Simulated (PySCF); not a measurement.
# [NdF3(NH3)]−: how tightly the ligands are held

Aim: take one ligand of each kind off [NdF3(NH3)]−, with both parts rigid, and scan its distance from the metal. It is a constructed species; whether it can be made isn't addressed.

Program: PySCF 2.14.0. Level of theory: PBE0, Nd lcecp-0-SVP with ECP50, F def2-SVP, N def2-SVP, H def2-SVP; scalar-relativistic core potentials, no spin–orbit coupling. These are calculated values, not measurements.

1 further run of the same task is left out (for a known fault of the program).

### 1 Starting geometry

8 atoms, charge -1, spin multiplicity 1.

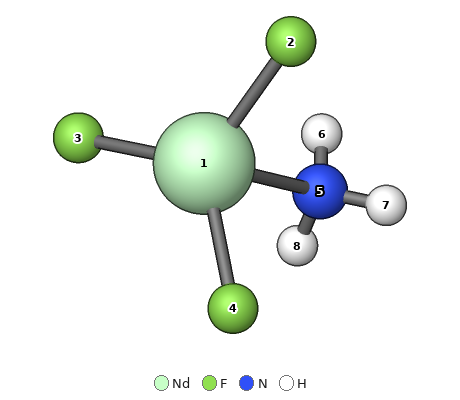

The structure; neodymium light green, fluorine green, nitrogen blue, hydrogen white; atoms are numbered from 1 in the order of the file.

As a file:

```xyz
8

Nd    0.1721   -0.1721    0.1721
F     1.1486    1.6364    1.1486
F    -1.6364   -1.1486    1.1486
F     1.1486   -1.1486   -1.6364
N    -1.4528    1.4528   -1.4528
H    -2.0505    2.0505   -0.8859
H    -0.8859    2.0505   -2.0505
H    -2.0505    0.8859   -2.0505
```

Formal oxidation states: Nd +2. Each metal's 4 4f electrons lie in its core potential, so multiplicities, spins and levels count the valence alone. An earlier session relaxed this geometry at PBE0, Nd lcecp-0-SVP with ECP50, F def2-SVP, N def2-SVP, H def2-SVP (singlet, point group C3v).

### 2 F taken off

The ligand (atom 2) keeps its formal charge and a closed shell where it can; ligand and rest are solved at the complex's geometry, in vacuum, with the settings of the relaxation.

| part | charge | state | energy (Eh) |
| --- | --- | --- | --- |
| complex | -1 | singlet | -383.478941 |
| ligand | -1 | singlet | -99.594968 |
| rest | 0 | singlet | -283.715813 |

Run time: 4.6 s. Hardware: 2 threads of Intel Xeon at 2.50GHz (Skylake/Cascade Lake), shared host.

### 3 Rigid scan of F

Atom 2 moves along the line from atom 1; the distance is to the donor, the donors' midpoint or the ring centre. Each point starts from the density of the one before.

| distance (Å) | energy from the relaxed point (eV) |
| --- | --- |
| 1.98 | 0.697 |
| 2.08 | 0.264 |
| 2.18 | 0.057 |
| 2.28 | 0.000 |
| 2.38 | 0.041 |
| 2.48 | 0.145 |
| 2.68 | 0.446 |
| 2.98 | 0.962 |
| 3.38 | 1.595 |
| 3.88 | 2.236 |

It took 44 s on 2 threads of Intel Xeon at 2.50GHz (Skylake/Cascade Lake), shared host.

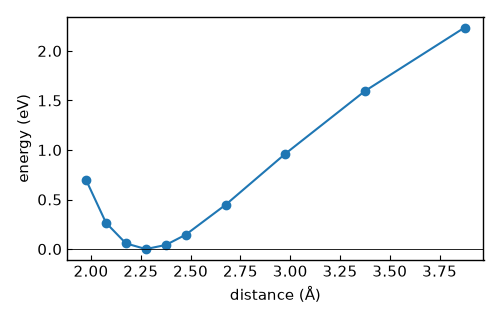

Energy along the rigid scan of F.

### 4 NH3 taken off

The ligand (atoms 5, 6, 7, 8) keeps its formal charge and a closed shell where it can; ligand and rest are solved at the complex's geometry, in vacuum, with the settings of the relaxation.

| part | charge | state | energy (Eh) |
| --- | --- | --- | --- |
| complex | -1 | singlet | -383.478941 |
| ligand | 0 | singlet | -56.440415 |
| rest | -1 | singlet | -327.018600 |

Wall time 2.6 s (2 threads of Intel Xeon at 2.50GHz (Skylake/Cascade Lake), shared host).

### 5 Rigid scan of NH3

Atoms 5, 6, 7, 8 move together along the line from atom 1; the distance is to the donor, the donors' midpoint or the ring centre. Each point starts from the density of the one before.

| distance (Å) | energy from the relaxed point (eV) |
| --- | --- |
| 2.51 | 0.168 |
| 2.61 | 0.064 |
| 2.71 | 0.014 |
| 2.81 | 0.000 |
| 2.91 | 0.010 |
| 3.01 | 0.036 |
| 3.21 | 0.110 |
| 3.51 | 0.232 |
| 3.91 | 0.366 |
| 4.41 | 0.474 |

Wall time 35 s (2 threads of Intel Xeon at 2.50GHz (Skylake/Cascade Lake), shared host).

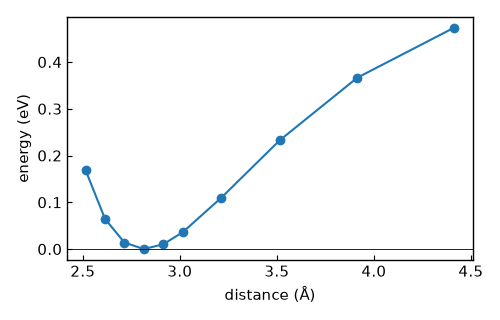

Energy along the rigid scan of NH3.

### 6 Results

```
                    quantity      value
                taking off F    4.58 eV
  stiffness of the F contact  9.8 eV/Å²
              taking off NH3    0.54 eV
stiffness of the NH3 contact  2.4 eV/Å²
```

**Reading.** Taking off F as a fragment of charge -1 costs 4.58 eV. Near 2.28 Å the F contact has a stiffness of about 9.8 eV/Å², and the energy stands 2.24 eV higher at 3.88 Å. Taking off NH3 as a fragment of charge +0 costs 0.54 eV. Near 2.81 Å the NH3 contact has a stiffness of about 2.4 eV/Å², and the energy stands 0.47 eV higher at 4.41 Å. The free anion is solved without diffuse functions, no counterpoise correction is made, and the parts aren't relaxed; each of these makes the binding look larger. The bases are small and lack diffuse functions. Spin–orbit coupling is left out.
